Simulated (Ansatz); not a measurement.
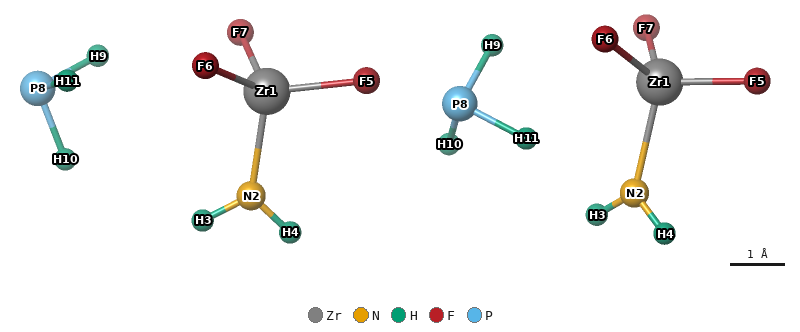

Two geometries of ZrPNH₅F₃, drawn at one scale. One is the start of a relaxation, the other its converged end. Style: ball-and-stick. Shown at a tilt.

Theory: RKS B3LYP/def2-SVP in Ansatz. (no spin polarisation; force threshold 0.03 eV/Å; at most 50 steps)

### Which one is relaxed?

The left one is the relaxed one. The run prepares an end point of a later path (reaction) calculation, from a guessed geometry. The energy falls by 0.261 eV in 33 accepted moves (34 points after the start). The largest force component goes from 1.8 to 0.018 eV/Å. The line search rejected the trial step at point 19 of the run. The largest move after the best rigid fit is that of H11, 1.61 Å. Largest moves by element: H 1.61 Å, P 0.76 Å, F 0.52 Å, N 0.32 Å, Zr 0.24 Å. Some distances before and after: Zr1–H11 2.709 → 3.748 Å, Zr1–N2 2.146 → 2.026 Å, Zr1–F7 1.911 → 1.922 Å, Zr1–F5 1.907 → 1.912 Å. Bond angles that change, for instance: F5–Zr1–F6 106.7° → 113.9°, N2–Zr1–F6 112.6° → 109.0°, Zr1–N2–H4 123.0° → 125.9°. Groups turn about Zr1–N2 by about 35°.
